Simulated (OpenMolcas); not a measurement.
**How methods differ on CH7BSi2 (SMILES CB1[SiH2][SiH2]1)**

CH7BSi2: 11 atoms, total charge 0, spin state singlet. As SMILES, `CB1[SiH2][SiH2]1`. The coordinates come from a PBE0-D4/def2-TZVP relaxation.

Each level gives the HOMO–LUMO gap (eV). The values are calculated.

| level | kind | program | value (eV) |
| --- | --- | --- | --- |
| HF/6-31G* (spherical functions) | Hartree–Fock | OpenMolcas | 9.99 |
| PBE/6-31G* (spherical functions) | GGA | OpenMolcas | 3.38 |
| revPBE/6-31G* (spherical functions) | GGA | OpenMolcas | 3.39 |
| TPSS/6-31G* (spherical functions) | meta-GGA | OpenMolcas | 3.54 |
| r2SCAN/6-31G* (spherical functions) | meta-GGA | OpenMolcas | 3.72 |
| B3LYP/6-31G* (spherical functions) | global hybrid | OpenMolcas | 4.75 |
| BHLYP/6-31G* (spherical functions) | global hybrid | OpenMolcas | 6.79 |
| M06-2X/6-31G* (spherical functions) | hybrid meta-GGA | OpenMolcas | 6.70 |

The values span 3.38 to 9.99 eV. Orbital gaps aren't excitation energies; they tend to grow with the share of exact exchange.

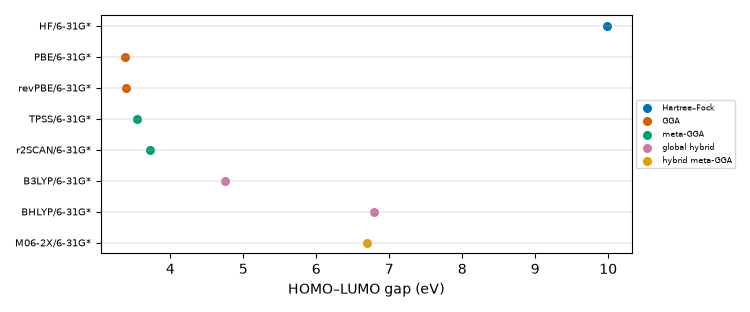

The values of the table, level by level.
